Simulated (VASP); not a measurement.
Band structure of Se (trig). Computed with optB88-vdW, VASP's PBE PAW potentials (set 64) (plane waves; VASP 6.6.1).

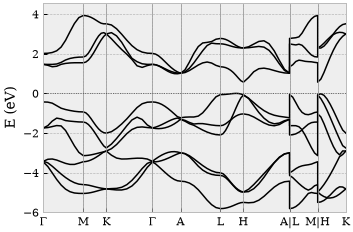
Bands along high-symmetry lines, zero at the valence-band maximum or, without a gap, the Fermi level

Task: Read the plot: is there a gap, and where are the band edges?

Result: The gap is indirect, 0.57 eV, from the valence maximum at L-H at 0.67 to the conduction minimum at H. (Edges off the drawn lines would not show.)

The compound is Se in the trig structure. It was relaxed first.
